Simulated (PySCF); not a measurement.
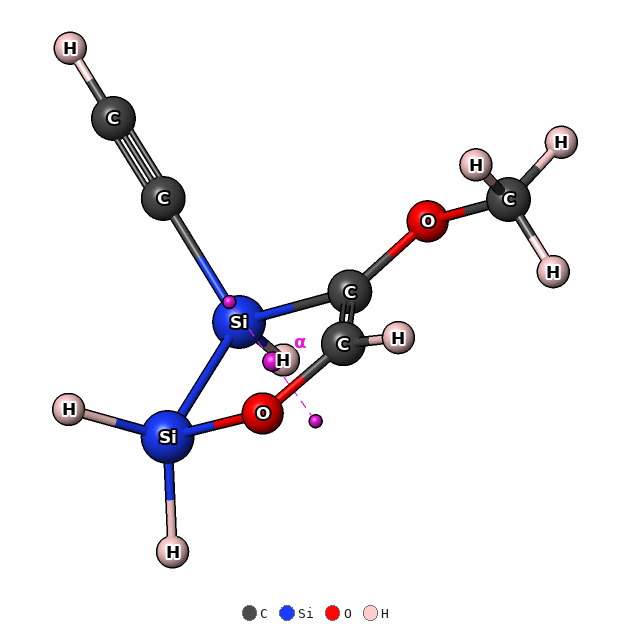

The small points mark where nucleus-independent chemical shifts (NICS) were computed: at the centre of each lettered ring and 1 Å above and below it. The computed structure is the end point of a GFN2-xTB optimisation. No frequency run is at hand to confirm it as a minimum. Properties computed with GIAO PBE0/pcSseg-1 NMR shielding, non-relativistic, gas phase (PySCF 2.14.0).

Give NICS(0), NICS(1) and the out-of-plane component NICS(1)zz for each ring (means of the two sides).

```csv
ring,members,NICS(0),NICS(1),NICS(1)zz
α,C2OSi2,−3.9,−2.2,0.5
```

Values in ppm.

What do the values say about the ring currents?

Ring α: weak, as in a non-aromatic ring. NICS is one index among several.

The geometry is semi-empirical. Around Si such bond lengths and angles can be off by a tenth of an ångström or more and by several degrees, and values that hang on the shape move with them.
